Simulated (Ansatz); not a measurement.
# S2F2 (Difluorodisulfane): levels of theory compared

We compute a comparison of 6 runs (HF/STO-3G, BHLYP/STO-3G, SVWN5/STO-3G, wB97M-V/STO-3G, UMP2/STO-3G, FCI/STO-3G) of S2F2 (Difluorodisulfane). 

The calculation is run with Ansatz 0.2.0.

40 further runs of the same task are left out: 7 that didn't finish, 33 set aside as unsound or not needed.

### Step 1. Starting point

S2F2: 4 atoms, total charge 0, spin state singlet. As SMILES, `FSSF`. The S3–S2 distance was set to 4.724 Å, away from the relaxed value. At this shape a bond of the SMILES string is far longer than usual.

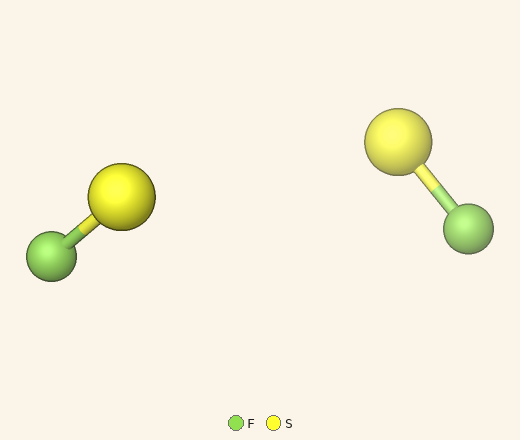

Viewed from a chosen angle; fluorine green, sulfur yellow.

### Step 2. A single-point energy at HF/STO-3G (run 1)

File job.yaml:

```yaml
crystal:
  periodic: [false, false, false]
  atoms:
    - {symbol: F, position_ang: [-4.052707, 1.360858, -1.293055]}
    - {symbol: S, position_ang: [-2.736627, 2.324938, -1.303835]}
    - {symbol: S, position_ang: [1.044990, -0.276390, -0.184720]}
    - {symbol: F, position_ang: [1.206410, -0.287820, 1.438680]}
basis:
  gaussian: {orbitals: STO-3G}
hamiltonian: {xc: hf}
accuracy: high
```

The run is started by

```console
$ ansatz run job.yaml --threads 1 --pin off --max-ram 3480MiB --events-out events.jsonl --progress --plain --runs-dir runs
```

The program printed:

```text
Warning: RAYON_NUM_THREADS=1 ignored (pool sized by the plan → 1); use --threads N
Functional definition: HF
  name "HF"
  exchange = exact_x
  correlation = 0
458 factors; integrals over basis functions are off by at most 2.6e-8 eV
mean field evaluation 1: about -26723.0254 eV, gradient 1.3e1 eV
mean field evaluation 2: about -26723.1433 eV, gradient 1.3e1 eV
mean field evaluation 4: about -26723.9624 eV, gradient 1.5e0 eV
mean field evaluation 8: about -26723.9920 eV, gradient 3.2e-2 eV
mean field evaluation 16: about -26723.7280 eV, gradient 4.0e0 eV
mean field evaluation 32: about -26723.9406 eV, gradient 1.6e-1 eV
mean field evaluation 64: about -26723.8896 eV, gradient 8.8e-2 eV
mean field -26723.99206955 eV, -982.0885943837 hartree, gradient 2.8e-8 eV, S^2 0.000000; 2 other end points of the search recorded, 0 dependent functions left out
reference -26723.99206955 eV, -982.0885943837 hartree; 25, 25 occupied and 3, 3 virtual orbitals, 458 factors
Total energy: -26723.99206955 eV, -982.0885943837 hartree
```

Wall time 0.28 s (1 thread of Arm Neoverse V2, shared host).

### Step 3. A single-point energy at BHLYP/STO-3G (run 2)

File in.yaml:

```yaml
crystal:
  periodic: [false, false, false]
  atoms:
    - symbol: F
      position_ang: [-4.052707, 1.360858, -1.293055]
    - symbol: S
      position_ang: [-2.736627, 2.324938, -1.303835]
    - symbol: S
      position_ang: [1.044990, -0.276390, -0.184720]
    - symbol: F
      position_ang: [1.206410, -0.287820, 1.438680]
basis:
  gaussian: {orbitals: STO-3G}
hamiltonian: {xc: {name: BHLYP}}
accuracy: high
```

The run is started by

```console
$ ansatz run in.yaml --threads 1 --pin off --max-ram 3480MiB --events-out events.jsonl --progress --plain --runs-dir runs
```

The program printed:

```text
Warning: RAYON_NUM_THREADS=1 ignored (pool sized by the plan → 1); use --threads N
Functional definition: BHLYP
  name "BHLYP"
  parameter a = 0.5
  exchange = (1 - a)*b88_x + a*exact_x
  correlation = lyp_c
458 factors; integrals over basis functions are off by at most 2.6e-8 eV
mean field evaluation 1: about -26776.5494 eV, gradient 1.0e1 eV
mean field evaluation 2: about -26776.5758 eV, gradient 1.1e1 eV
mean field evaluation 4: about -26777.0475 eV, gradient 2.0e-1 eV
mean field evaluation 8: about -26777.1018 eV, gradient 1.2e-2 eV
mean field evaluation 16: about -26777.1024 eV, gradient 8.9e-4 eV
mean field evaluation 32: about -26777.1024 eV, gradient 4.1e-8 eV
mean field -26777.10235263 eV, -984.0403612874 hartree, gradient 3.3e-8 eV, S^2 0.000000; 4 other end points of the search recorded, 0 dependent functions left out
reference -26777.10237177 eV, -984.0403619905 hartree; 25, 25 occupied and 3, 3 virtual orbitals, 458 factors
Total energy: -26777.10237177 eV, -984.0403619905 hartree
```

Wall time 2.8 s (1 thread of Arm Neoverse V2, shared host); peak memory 0.1 GiB.

Runs 3 to 5 aren't shown in full; the table further down has their settings and results.

### Step 4. The energy at FCI/STO-3G (run 6)

Changes to job.yaml since step 2:

```diff
@@ -9,3 +9,3 @@
   gaussian: {orbitals: STO-3G}
-hamiltonian: {xc: hf}
+correlation: {method: fci, frozen_orbitals: {F: 1, S: 5}}
 accuracy: high
```

The run is started by

```console
$ ansatz run job.yaml --threads 1 --pin off --max-ram 3480MiB --events-out events.jsonl --progress --plain --runs-dir runs
```

The program printed, cut to the lines that bear on the results:

```text
Warning: RAYON_NUM_THREADS=1 ignored (pool sized by the plan → 1); use --threads N
[... 2 set-up lines as earlier in the session ...]
[...]
458 factors; integrals over basis functions are off by at most 2.6e-8 eV
[...]
mean field -26723.99206955 eV, -982.0885943837 hartree, gradient 2.8e-8 eV, S^2 0.000000; 8 other end points of the search recorded, 0 dependent functions left out; unrestricted orbitals would lower it
[...]
determinant -26723.99206955 eV, -982.0885943837 hartree, with singles and doubles -26730.73853635 eV, -982.3365224654 hartree
determinant -26723.91220321 eV, -982.0856593498 hartree, with singles and doubles -26730.69937953 eV, -982.3350834788 hartree
determinant -26723.99206955 eV, -982.0885943837 hartree, with singles and doubles -26731.84341217 eV, -982.3771259028 hartree
determinant -26723.91220321 eV, -982.0856593498 hartree, with singles and doubles -26731.83850361 eV, -982.3769455166 hartree
unrestricted determinant -26729.68563255 eV, -982.2978289647 hartree, S^2 1.0138
12 core orbitals not correlated: weight in the atoms' cores, before any rotation towards them, 1.000 or more for the frozen orbitals, at most 0.000 for the correlated occupied ones
reference -26723.99206955 eV, -982.0885943837 hartree; 13, 13 occupied and 3, 3 virtual orbitals, 458 factors
state -26732.37166829 eV, -982.3965389573 hartree
Total energy: -26732.37166829 eV, -982.3965389573 hartree
```

Run time: 2.9 s. Hardware: 1 thread of Arm Neoverse V2, shared host; peak memory 0.099 GiB.

### Step 5. All runs side by side

```csv
run,level,frozen core orbitals,energy (Eh),wall time
1,HF/STO-3G,–,-982.088594,0.28 s
2,BHLYP/STO-3G,–,-984.040362,2.8 s
3,SVWN5/STO-3G,–,-980.034510,4.2 s
4,wB97M-V/STO-3G,–,-984.158280,64 s
5,UMP2/STO-3G,12,-982.362256,4.8 s
6,FCI/STO-3G,12,-982.396539,2.9 s
```

### Step 6. What came out

| quantity | value |
| --- | --- |
| run 6: total energy | -982.39654 Eh |
| run 6: correlation energy (12 core orbitals frozen) | -307.9 mEh |

What this shows: Against full CI in this basis: HF +307.9 mEh; UMP2 +34.3 mEh. Totals of different functionals can't be ranked against each other. In runs 1, 2, 3, 4, 5, 6 the basis is minimal, so the values are rough. In runs 1, 2, 3, 4 a closed-shell determinant meets a far-stretched bond, which it describes badly. Spin contamination of the reference: run 5 ⟨S²⟩ = 1.01. Where it is this large, the reference is a mixture of spin states, and values that rest on it are in doubt. All runs together took 79 s, the longest 64 s.
